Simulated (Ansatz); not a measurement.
# Response to strain in ScAl3

The reference is ScAl$_{3}$ in the Cu3Au type structure (space group Pm-3m, No. 221; a = 4.072 Å; relaxed with 0.1 eV smearing).

Strains are applied to the cell and any free atomic positions relax.

Level of theory: plane-wave PAW DFT at the PBEsol level (Ansatz, a quantum-chemistry and plane-wave program, 420 eV), no spin-orbit coupling.

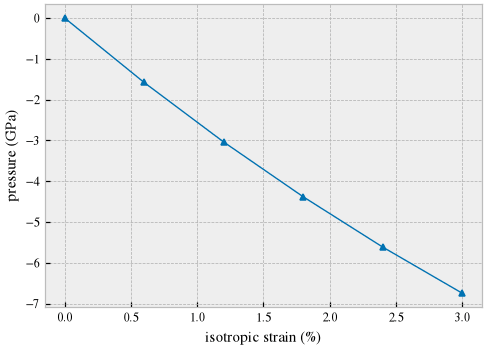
Fig. 1. Pressure against isotropic strain

Problem. From the plot, what is the pressure for isotropic strain +0.60 %?

Solution. About -1.6 GPa.

Problem. Is the trend monotonic over the range shown?

Solution. Yes, it falls throughout, spanning -6.7 GPa to 0.0 GPa.

Stability against distortions was not tested. The final runs are not spin-polarised.
